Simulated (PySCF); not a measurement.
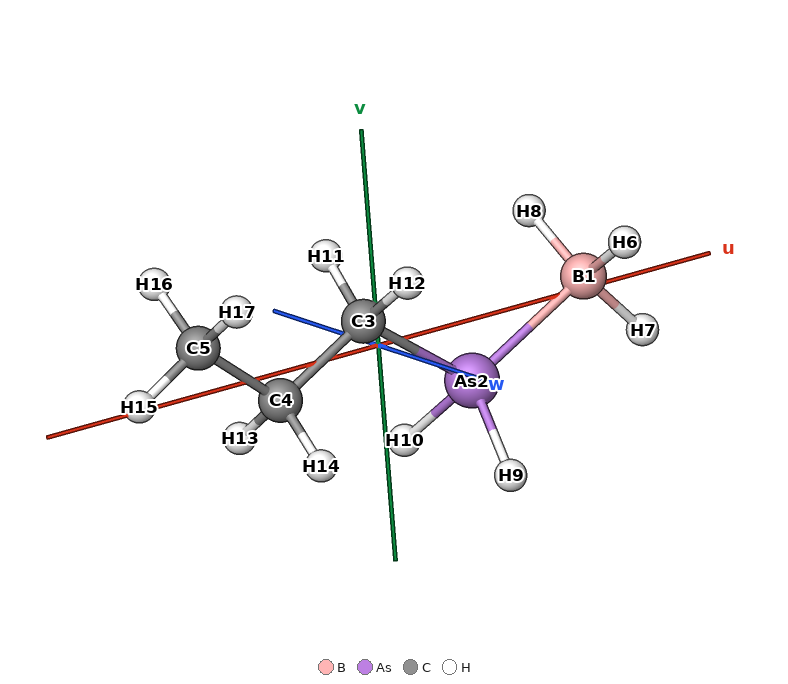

The lines u, v and w are the principal axes of the static dipole polarisability. The computed structure is the end point of a PBE0-D3(BJ)/def2-SVP optimisation. No frequency run is at hand to confirm it as a minimum. Method: CAM-B3LYP/def2-SVPD (PySCF 2.14.0).

> Along which axis is the molecule most polarisable, and along which least?

Most along u (close to the long direction B1···C5), least along w.

> Give the three principal values.

u 111.0, v 82.5, w 74.7 bohr³; mean 89.4, anisotropy 33.1 bohr³.
